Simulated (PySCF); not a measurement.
Cl$_{2}$Hg (Hg(Cl)2)

```yaml
atoms:
  - { symbol: Hg, position_ang: [0.0000, 0.0000, 0.3764] }
  - { symbol: Cl, position_ang: [2.2824, 0.0000, 0.3764] }
  - { symbol: Cl, position_ang: [-2.2824, 0.0000, 0.3764] }
```

Core potentials replace the inner electrons of Hg.

These are results of PySCF, RKS PBE0, Hg def2-SVP with ECP60, Cl def2-SVP; non-relativistic Hamiltonian with scalar-relativistic core potentials where named; density fitting, not measurements.

Q: What can the converged electron density and electron localisation function tell about the bonding?

A: Hg–Cl (2.28 Å): the density is about 0.68 e/Å³ at the midpoint; the ELF peaks at about 0.80 in the valence shell of Cl, 0.9 Å from its nucleus, and is about 0.35 at the midpoint.

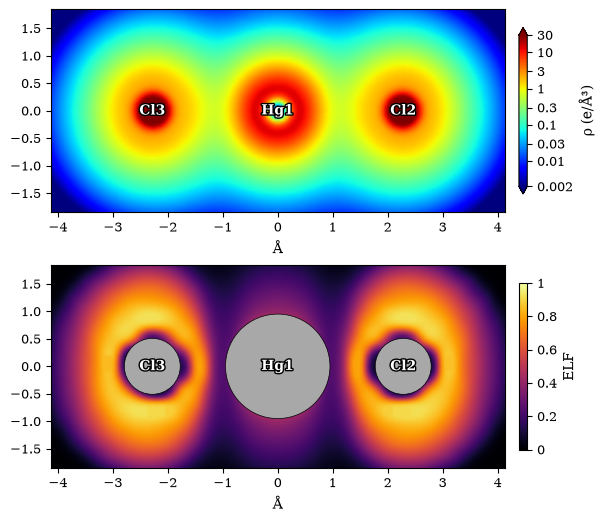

Computed electron density and electron localisation function on a plane that holds the molecular axis, in this order. Grey discs cover the atomic cores in the ELF map. 
